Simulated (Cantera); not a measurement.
Charge: 1 mol B2O3, 0.74 mol N2, 6.3 mol H2, 2.2 mol NH3, held at 3.20 mbar.

Cantera equilibrium calculation (NASA polynomials, part measured and part estimated; ideal gas, pure solids and liquids). Candidate condensed phases: B, BN, B2O3, B3O3H3, H2O; 39 gas species. Mutual solubility and eutectic melting of coexisting phases are not modelled. Kinetics and transport are ignored.

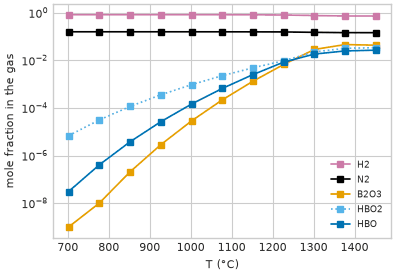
Figure: Equilibrium gas composition (values under 1e-9 drawn at 1e-9)

**Question.** Read off the mole fractions at 852 °C.

**Answer.** H2 about 0.84, N2 about 0.16, HBO2 about 0.00012, HBO about 3.8e-6, B2O3 about 2.1e-7.
